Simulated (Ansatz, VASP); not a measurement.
## Cross-check of SiC (Moissanite 3C) between VASP and Ansatz

Aim: how closely do two programs agree when they are given the same cell, functional and k mesh?

Program: Ansatz 0.2.0. Level of theory: plane waves, with VASP 6.6.1 beside it; single point at LDA. Results are calculated unless marked as measured.

## Step 1: Set-up

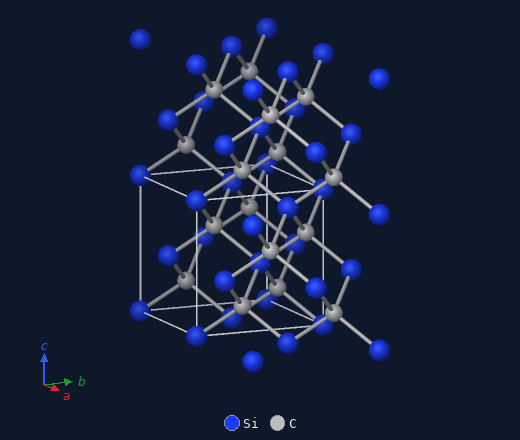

Start, viewed slightly off an axis; silicon blue, carbon light grey. 2×1×2 cells are drawn. This picture shows the conventional cell, with its axes. Bonds to atoms that aren't drawn are left out. Some periodic images of atoms are drawn too.

## Step 2: VASP: single point, LDA

With cell and atoms fixed, the geometry can't cause a difference; cores, projectors, grids and the points listed under the comparison can.

Lines of VASP's logs that name or quote its potential files are left out, and so is its time.

The input, INCAR:

```
SYSTEM = SiC
PREC = Accurate
ENCUT = 520
EDIFF = 1E-07
NELM = 100
ISMEAR = 0
SIGMA = 0.01
LREAL = .FALSE.
ALGO = Normal
GGA = CA
NBANDS = 10
LORBIT = 11
LWAVE = .FALSE.
LCHARG = .FALSE.
KPAR = 2
```

The input, POSCAR:

```
SiC
1.0
    0.0000000000      2.1790000000      2.1790000000
    2.1790000000      0.0000000000      2.1790000000
    2.1790000000      2.1790000000      0.0000000000
Si C
1 1
Direct
    0.0000000000      0.0000000000      0.0000000000
    0.7500000000      0.7500000000      0.7500000000
```

The input, KPOINTS:

```
Automatic mesh
0
Gamma
9 9 9
0 0 0
```

The projector-augmented-wave data sets are Si and C (PBE family, release 64).

Run with:

```sh
$ mpirun -np 2 vasp_std
```

Numbers of over 12 decimals in the logs are rounded to 6 here.

Log:

```text
[banner, memory and clock lines left out]
running    2 mpi-ranks, on    1 nodes
 distrk:  each k-point on    1 cores,    2 groups
 distr:  one band on    1 cores,    1 groups

 POSCAR found type information on POSCAR SiC
 POSCAR found :  2 types and       2 ions
|                                                                             |
|               ----> ADVICE to this user running VASP <----                  |
|                                                                             |
|     You enforced a specific xc type in the INCAR file but a different       |
|     [... a line on the potential file left out ...]
|     I HOPE YOU KNOW WHAT YOU ARE DOING!                                     |
|                                                                             |

 LDA part: xc-table for (Slater(with rela. corr.)+CA(PZ))
 , standard interpolation
 POSCAR, INCAR and KPOINTS ok, starting setup
 FFT: planning ... GRIDC
 FFT: planning ... GRID_SOFT
 FFT: planning ... GRID
 WAVECAR not read
 entering main loop
       N       E                     dE             d eps       ncg     rms          rms(c)
DAV:   1     0.286813475557E+01    0.28681E+01   -0.39668E+03   732   0.671E+02
DAV:   2    -0.178643464081E+02   -0.20732E+02   -0.19683E+02   906   0.115E+02
DAV:   3    -0.185058578126E+02   -0.64151E+00   -0.64048E+00   820   0.175E+01
DAV:   4    -0.185085420450E+02   -0.26842E-02   -0.26840E-02   832   0.142E+00
DAV:   5    -0.185085543479E+02   -0.12303E-04   -0.12303E-04   822   0.888E-02    0.823E+00
DAV:   6    -0.166733497691E+02    0.18352E+01   -0.70472E+00   726   0.127E+01    0.336E+00
DAV:   7    -0.166050104912E+02    0.68339E-01   -0.33911E-01   828   0.365E+00    0.161E+00
DAV:   8    -0.165852768163E+02    0.19734E-01   -0.28045E-02   734   0.106E+00    0.140E-01
DAV:   9    -0.165850338184E+02    0.24300E-03   -0.16026E-03   834   0.234E-01    0.825E-02
DAV:  10    -0.165850440826E+02   -0.10264E-04   -0.11440E-04   744   0.669E-02    0.245E-02
DAV:  11    -0.165850441042E+02   -0.21614E-07   -0.46704E-06   812   0.132E-02    0.100E-02
DAV:  12    -0.165850439298E+02    0.17433E-06   -0.47130E-07   744   0.392E-03    0.589E-04
DAV:  13    -0.165850439316E+02   -0.17614E-08   -0.12411E-08   362   0.704E-04
   1 F= -.16585044E+02 E0= -.16585044E+02  d E =-.184386E-84
```

From OUTCAR (step 2):

```text
ion  position               nearest neighbor table
   1  0.000  0.000  0.000-   2 1.89   2 1.89   2 1.89   2 1.89
   2  0.750  0.750  0.750-   1 1.89   1 1.89   1 1.89   1 1.89

  LATTYP: Found a face centered cubic cell.
 ALAT       =     4.3580000000

 Subroutine GETGRP returns: Found 24 space group operations
 (whereof 24 operations were pure point group operations)

The static configuration has the point symmetry T_d .

 Found     35 irreducible k-points:

   k-points           NKPTS =     35   k-points in BZ     NKDIM =     35   number of bands    NBANDS=     10

   dimension x,y,z NGX =    24 NGY =   24 NGZ =   24
   dimension x,y,z NGXF=    48 NGYF=   48 NGZF=   48

   ENCUT  =  520.0 eV  38.22 Ry    6.18 a.u.   5.73  5.73  5.73*2*pi/ulx,y,z

   NELECT =       8.0000    total number of electrons

 k-points in reciprocal lattice and weights: Automatic mesh
   0.00000000  0.00000000  0.00000000       0.001
   0.11111111  0.00000000  0.00000000       0.011
   0.22222222  0.00000000  0.00000000       0.011
   0.33333333  0.00000000  0.00000000       0.011
   0.44444444  0.00000000  0.00000000       0.011
   0.11111111  0.11111111  0.00000000       0.008
   0.22222222  0.11111111  0.00000000       0.033
   0.33333333  0.11111111  0.00000000       0.033
   0.44444444  0.11111111  0.00000000       0.033
[...]
-0.33333333  0.44444444  0.11111111       0.033
  -0.33333333  0.44444444  0.22222222       0.033

 average (electrostatic) potential at core
       1 -79.9349       2 -44.8049

 E-fermi :   8.0513

 k-point     1 :       0.0000    0.0000    0.0000
  band No.  band energies     occupation
      1      -7.4233      2.00000
      2       7.9154      2.00000
      3       7.9154      2.00000
      4       7.9154      2.00000
      5      14.1986      0.00000
      6      15.1050      0.00000
      7      15.1050      0.00000
      8      15.1050      0.00000
      9      22.4741      0.00000
    ...

 k-point     2 :       0.1111    0.0000    0.0000
  band No.  band energies     occupation
      1      -7.1814      2.00000
      2       6.7099      2.00000
      3       7.7503      2.00000
      4       7.7503      2.00000
      5      14.3949      0.00000
      6      15.3969      0.00000
      7      15.3969      0.00000
      8      15.5178      0.00000
      9      21.3550      0.00000
    ...

 k-point     3 :       0.2222    0.0000    0.0000
  band No.  band energies     occupation
      1      -6.4682      2.00000
      2       4.2809      2.00000
      3       7.3930      2.00000
      4       7.3930      2.00000
      5      13.9784      0.00000
      6      15.7359      0.00000
      7      15.7359      0.00000
      8      16.8726      0.00000
      9      20.8425      0.00000
    ...

  Total       -0.3577623     -0.3577623     -0.3577623      0.0000000      0.0000000      0.0000000
  in kB      -27.7015103    -27.7015103    -27.7015103      0.0000000      0.0000000      0.0000000
  external PRESSURE =     -27.7015103 kB  Pullay stress =       0.0000000 kB

  energy-cutoff  :      520.00
  volume of cell :       20.69
      direct lattice vectors                 reciprocal lattice vectors
     0.000000000  2.179000000  2.179000000    -0.229463056  0.229463056  0.229463056
     2.179000000  0.000000000  2.179000000     0.229463056 -0.229463056  0.229463056
     2.179000000  2.179000000  0.000000000     0.229463056  0.229463056 -0.229463056

 POSITION                                       TOTAL-FORCE (eV/Angst)
 -----------------------------------------------------------------------------------
      0.00000      0.00000      0.00000        -0.000000     -0.000000     -0.000000
      3.26850      3.26850      3.26850         0.000000      0.000000      0.000000
 -----------------------------------------------------------------------------------
    total drift:                               -0.000000     -0.000000     -0.000000

  FREE ENERGIE OF THE ION-ELECTRON SYSTEM (eV)
  ---------------------------------------------------
  free  energy   TOTEN  =       -16.5850439316 eV

  energy  without entropy=      -16.5850439316  energy(sigma->0) =      -16.58504393

 total charge
# of ion       s       p       d       tot
------------------------------------------
    1        0.707   0.975   0.000   1.682
    2        0.821   1.709   0.000   2.530
--------------------------------------------------
tot          1.528   2.684   0.000   4.212

[... 3 further parts left out ...]
```

The run ends at a pressure of -2.77 GPa.

## Step 3: Ansatz: single point, LDA

Ansatz runs on its default PAW (the set named soft_2) files.

The same cell, functional (in two slightly different forms), mesh and smearing now go to Ansatz, which takes its cutoff from its data sets.

The input, input.yaml:

```yaml
crystal:
  lattice:
    - [0.0, 2.179, 2.179]
    - [2.179, 0.0, 2.179]
    - [2.179, 2.179, 0.0]
  atoms:
    - { symbol: Si, position: [0.0, 0.0, 0.0] }
    - { symbol: C, position: [0.75, 0.75, 0.75] }
hamiltonian:
  xc: lda
  pseudopotentials: { kind: paw }
kpoints:
  mp_grid: { grid: [9, 9, 9] }
scf:
  occupations: { method: gaussian, width: 0.01 }
  n_extra_bands: 4
output:
  forces: true
  stress: true
  eigenvalues: true
  write_density: true
  write_potential: true
  elf: true
  volumetric_format: npy
```

Run with:

```sh
$ ansatz run input.yaml --threads 2 --pin off --max-ram 4608MiB --backend cpu --events-out ev --progress --plain --runs-dir out
```

Log:

```text
scf.n_extra_bands = 4 over 4 filled bands (N_el = 8.0): the run solves 8 bands
Engine: ansatz 0.2.0, x86_64-unknown-linux-gnu
Pseudopotentials: kind: paw
Pseudopotential: Si, paw, valence charge 4, recommended cutoff 420 eV (normal), Si.paw.azcp
Pseudopotential: C, paw, valence charge 4, recommended cutoff 420 eV (normal), C.paw.azcp
Functional definition: SPW92
  exchange = slater_x
  correlation = pw_c
Crystal: 2 atoms, lattice volume = 20.692 Å³
Basis set: ecut = 420 eV, 411 PW (Γ)
Bands: 8, of which v1, the nominal top of the filled ones, is band 4 counted from 1 (3 counted from 0)
Symmetry: 24 space group operations
Space group: F-43m (ITA 216), of the structure as read, at distance tolerance 2.7e-5 Å
k-points: 35 of 729 (time reversal used)
Non-local potential: Si, projectors of the file, l = 0: 2, l = 1: 2, l = 2: 2
Non-local potential: C, projectors of the file, l = 0: 2, l = 1: 2, l = 2: 1
PAW form: soft (Blöchl's): semilocal exchange-correlation on the pseudo side does not see the compensation charge
PAW frozen core: Si, regenerated for the run's functional, and the local potential with it (the file was generated under x = pbe(κ = 0.804, μ = 0.219515), c = pbe(β = 0.066725))
PAW frozen core: C, regenerated for the run's functional, and the local potential with it (the file was generated under x = pbe(κ = 0.804, μ = 0.219515), c = pbe(β = 0.066725))
PAW one-centre angular grid: Si, 110 points (default); XC on 64 Gauss nodes
PAW one-centre angular grid: C, 110 points (default); XC on 64 Gauss nodes
Initial density: superposition of atomic densities (neutral atoms: chi_scale 0, normalization atom), corrected by the library's trained network
Initial wavefunctions: pseudopotential atomic-orbital guess
Functional: x = slater, c = lda
SCF iter   1: F=—  HF=-852.198251 eV  |F-HF|=—  |Δ(HF+E_count)|=         —  Δρ=7.65e-3  dr2=1.26e-2  ethr=1.77e-3  ⟨swp⟩=6.1  Hψ=2407  notcnv=0
preconditioner: auto → none  [insulator: Δε(μ)=1.384 eV  Ē_g=13.884 eV  σ=0.010 eV  W_gap=1.00  n_scr=0 (ndim 8)  ℏωp=23.1 eV  f_vac=0.000  D(μ)=0.00/eV (n_scr^D=0)  ε∞_Penn≈3.8]
SCF iter   2: F=—  HF=-852.194887 eV  |F-HF|=—  |Δ(HF+E_count)|=   3.36e-3  Δρ=3.54e-3  dr2=1.29e-3  ethr=1.58e-4  ⟨swp⟩=2.3  Hψ=729  notcnv=0
SCF iter   3: F=—  HF=-852.194542 eV  |F-HF|=—  |Δ(HF+E_count)|=   3.45e-4  Δρ=1.47e-3  dr2=1.77e-4  ethr=1.61e-5  ⟨swp⟩=2.5  Hψ=527  notcnv=0
SCF iter   4: F=—  HF=-852.194498 eV  |F-HF|=—  |Δ(HF+E_count)|=   4.40e-5  Δρ=2.43e-4  dr2=5.31e-6  ethr=2.21e-6  ⟨swp⟩=1.0  Hψ=280  notcnv=0
SCF iter   5: F=—  HF=-852.194501 eV  |F-HF|=—  |Δ(HF+E_count)|=   2.33e-6  Δρ=1.17e-5  dr2=1.18e-8  ethr=6.64e-8  ⟨swp⟩=1.7  Hψ=360  notcnv=0
SCF iter   6: F=-852.194501 eV  HF=-852.194501 eV  |F-HF|=8.16e-11  |Δ(HF+E_count)|=   5.19e-9  Δρ=1.61e-6  dr2=1.87e-10  ethr=1.47e-10  ⟨swp⟩=5.0  Hψ=1333  notcnv=0
SCF 1 converged in 6 iterations: F = -852.194501 eV  dr2 = 1.87e-10
  greatest PAW one-centre occupation: 0.637 electrons in one spin orbital (limit 2), on the C atom at site 1 (counted from 0), in its partial waves of l = 0
SCF converged after 6 iterations
Free energy (F): -852.194501 eV
Harris-Foulkes:  -852.194501 eV  (|F-HF|=8.16e-11)
Internal energy: -852.194501 eV  (E = F + TS)
E sigma→0 (E₀):  -852.194501 eV
Fermi energy:    9.974312 eV
--- Per-component energies (eV) ---
  E_band       = 27.045453
  E_kinetic    = 135.702664
  E_local      = -106.260231  (includes V_loc(G=0)·N_el)
  E_nonlocal   = 53.908485
  E_hartree    = 31.772181
  E_xc         = -104.703143
  E_vxc        = -109.364610  (∫ρ·V_xc dr)
  E_paw        = -577.977851  (= ΣΔE_a)
  E_vpaw       = -10.485162  (= ΣTr[D̂ρ^β])
  E_aug_tail   = 0.000012  (compensation charges beyond the density's cutoff)
  E_ewald      = -284.783780
  E_core_change = 0.147163  (= ΣΔE_core)
  E_smearing   = -0.000000  (= −TS)
  E_closure    = 0.000000  (closes the sum)
  Σ components = -852.194501   (vs F -852.194501, Δ=0.00e0)
--- Forces (eV/Å), atoms counted from 1 ---
  atom   1  Si    -0.00000000     0.00000000    -0.00000000
  atom   2  C      0.00000000    -0.00000000    -0.00000000
  max |Σ_I F_I| component: 3.70e-17 eV/Å
--- Stress (GPa, compression-positive) ---
       -4.425629       0.000000      -0.000000
        0.000000      -4.425629       0.000000
        0.000000       0.000000      -4.425629
  P = ⅓ Tr σ = -4.4256 GPa (-44.256 kbar)
--- Band table (eV; the first three rows and the last of 35) ---
  k-point 0: bands = ["-6.0746", "9.2443", "9.2443", "9.2443", "15.5113", "16.4433", "16.4433", "16.4433"]
  k-point 1: bands = ["-5.8327", "8.0433", "9.0812", "9.0812", "15.7177", "16.7326", "16.7326", "16.8429"]
  k-point 2: bands = ["-5.1201", "5.6207", "8.7272", "8.7272", "15.2990", "17.0661", "17.0661", "18.1959"]
  k-point 34: bands = ["-0.9792", "2.2566", "4.1267", "5.1069", "14.2409", "17.8979", "18.1918", "20.3206"]
```

Wall time 5.2 s (2 threads of Intel Xeon Platinum 8259CL at 2.50GHz (Skylake/Cascade Lake), shared host); peak memory 0.33 GiB; 1.8 s of CPU time.

Reading the cycles: dr2 is the Hartree energy of the density residual (eV), the measure of convergence; HF is the Harris–Foulkes estimate of the energy, which meets the free energy F at convergence.

The run ends at a pressure of -4.43 GPa.

## Step 4: Differences

Known differences besides the PAW data sets themselves: the two LDA forms differ slightly; the cutoff is 420 eV in Ansatz and 520 eV in VASP; Ansatz makes its cores anew for this functional, VASP keeps those of its PBE data sets. Total energies have different zeros and are not compared.

The two programs side by side:

| quantity | Ansatz | VASP | difference |
| --- | --- | --- | --- |
| pressure (GPa) | -4.43 | -2.77 | -1.66 |
| gap on the k mesh (eV) | 1.460 | 1.448 | +0.012 |

Ansatz's pressure holds a Pulay correction of 0.40 GPa; VASP's holds none.

## Step 5: What moves the difference

The difference is large enough to ask for its cause, so further runs change the set-up of one program at a time, as the table lists.

| run | difference in pressure (GPa) |
| --- | --- |
| as above | -1.7 |
| cores kept as stored, as VASP does, whose cores stay as stored | -1.1 |
| Ansatz's larger PAW set (cutoff 800 eV) | -1.7 |
| norm-conserving potentials (cutoff 1116 eV) | -2.1 |

## Step 6: Outcome

```
difference in pressure (single point, LDA) : -1.7 GPa
```

In words: The difference in pressure is -1.7 GPa (single point, LDA), beyond the 1 GPa picked in this series as the mark of a large difference. For single point, LDA: cores kept as stored, as VASP does, whose cores stay as stored cuts the difference in pressure from -1.7 to -1.1 GPa; whether that points to the cause isn't shown, since only Ansatz's side was varied. Differences of this kind measure data sets and numerical settings, not the functional's error against experiment.

[Lines on the potential files, build, host, timing and source positions are cut from VASP's logs without a mark.]

[Logs are printed without paths, hosts, clocks, repeated set-up lines and the standing remarks that a program may print on its own settings, such as how far it seeks lower states.]

[Hosts, paths, dates, database ids (printed as entryN), source tags and the programs' standing remarks are cut or masked in the printed files.]
